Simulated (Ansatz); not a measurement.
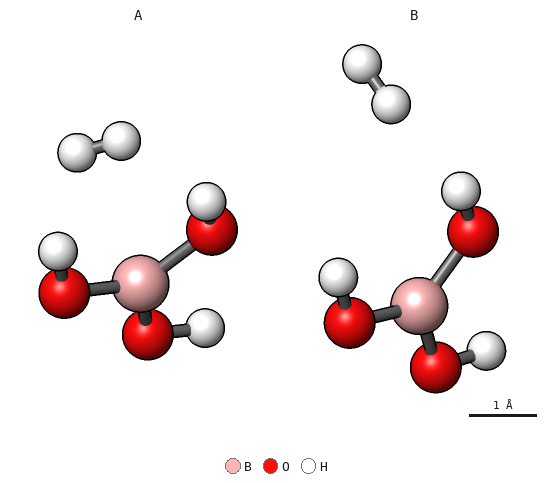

Two geometries of BH5O3, drawn at one scale. One is the start of a relaxation, the other its converged end. Style: ball-and-stick. Shown from a free direction.

All numbers below come from Ansatz, RKS B3LYP-D4/def2-SVP. (no spin polarisation; force threshold 0.03 eV/Å; at most 50 steps)

### Which one is relaxed?

Structure B is the relaxed one. The run prepares an end point of a later path (reaction) calculation, from a guessed geometry. An H atom moves most after the best rigid fit: 1.34 Å. Largest moves by element: H 1.34 Å, O 0.58 Å, B 0.35 Å. Near-neighbour distances that change, for instance: H–H 0.717 → 0.762 Å, B–O 1.394 → 1.381 Å. The energy falls by 0.201 eV in 17 accepted moves (19 points after the start). Largest force component: 1.4 eV/Å at the start, 0.01 eV/Å at the end. The line search rejected the trial steps at points 8, 10 of the run. The forces were under the threshold at step 16, but the run went on from there.

Limits of the set-up: the start holds two separate molecules, 2.2 Å apart at their closest, whose relative position is a soft coordinate.
